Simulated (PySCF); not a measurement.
Consider Al₂H₈P₂ ((H2Al-mu-PH2)2).

Input

```
{"job": {"kind": "uv", "xc": "PBE0", "basis": "def2-SVPD", "ip": false, "nstates": 15}, "charge": 0, "multiplicity": 1}
Al    -1.679641    -0.182599    -0.659932
H     -2.624958     1.087231    -0.495377
H     -2.087162    -1.559088    -1.344444
P     -0.502279    -0.581809     1.455636
Al     1.696023     0.180119     0.670767
H      2.658693    -1.077591     0.518204
H      2.081561     1.564698     1.352109
P      0.521760     0.558994    -1.450583
H     -1.031908     0.107919     2.573596
H     -0.533388    -1.914123     1.934900
H      0.565568     1.883962    -1.948047
H      1.051191    -0.150456    -2.555838
```

Launched as:

```sh
OMP_NUM_THREADS=1 python probes_run.py task.json out
```

Geometry: PBE0-D3(BJ)/def2-SVP.

The calculation used PySCF 2.14.0, PBE0/def2-SVPD, SCF density, gas phase.

Question: Predict the electron density and electron localisation function between the atoms.

Answer: Al–P (2.45 Å): the density is about 0.47 e/Å³ at the midpoint; the ELF peaks at about 1 between the atoms: a shared electron pair.

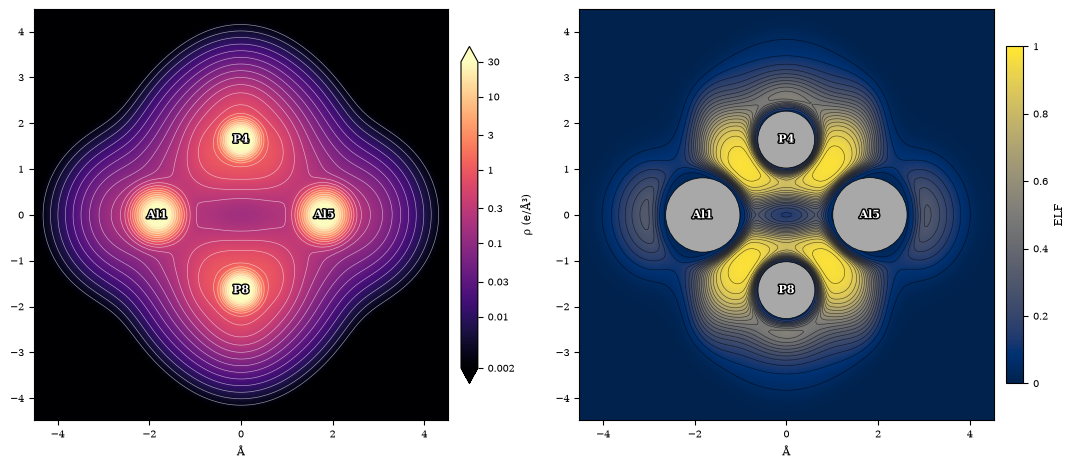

Computed electron density and electron localisation function on the plane of atoms P4, Al5 and P8, in this order. Grey discs cover the atomic cores in the ELF map. 
